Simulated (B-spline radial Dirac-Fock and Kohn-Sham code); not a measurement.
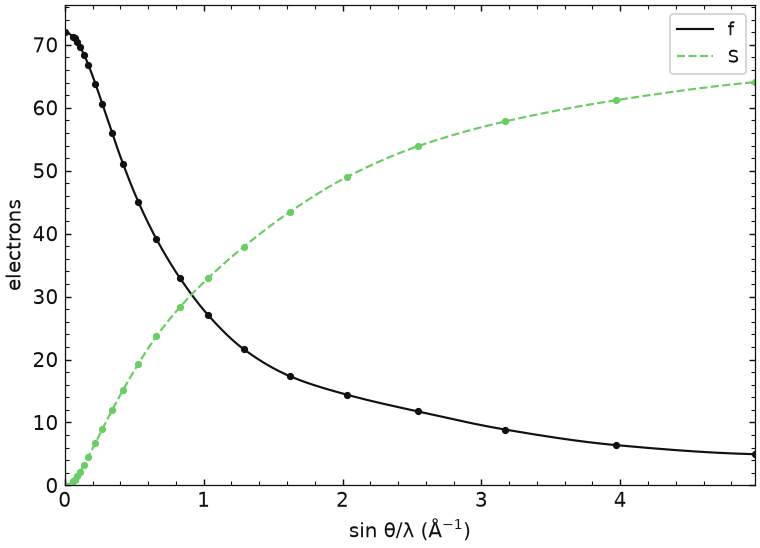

The X-ray form factor f and the incoherent scattering function S against sin θ/λ. Level of theory: the spherical Dirac–Fock density (average of configuration), S by Waller and Hartree; calculated with a B-spline radial atomic code.

**The nuclear charge is 78. What is the species?**

Pt⁶⁺: f(0) = 72 electrons, so the charge is 78 − 72 = +6.

**What is f at sin θ/λ = 1.03 Å⁻¹?**

27.1 electrons.
